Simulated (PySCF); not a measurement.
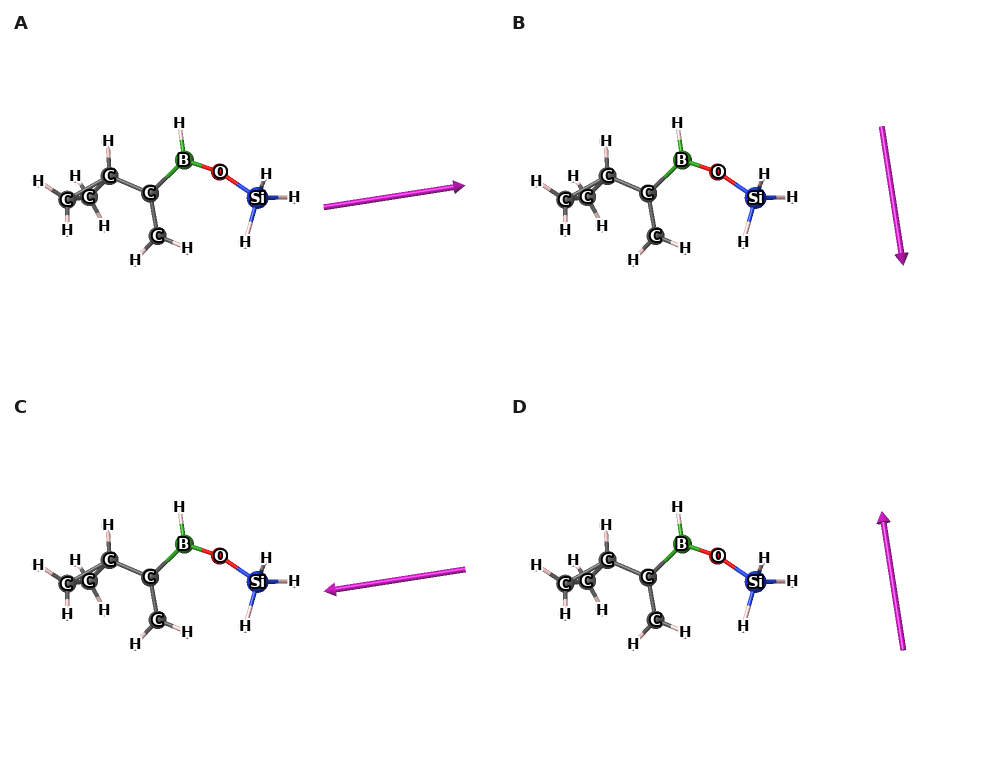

The same molecule four times, each with an arrow. The geometry was computed by an optimisation with GFN2-xTB. No frequency run is at hand to confirm it as a minimum. Properties computed with PBE0/pcSseg-1, gas phase (PySCF 2.14.0).

Which arrow points along the dipole moment, from the negative to the positive end?

B. The dipole moment is 0.83 D.

The geometry is semi-empirical. Around B, Si such bond lengths and angles can be off by a tenth of an ångström or more and by several degrees, and values that hang on the shape move with them.
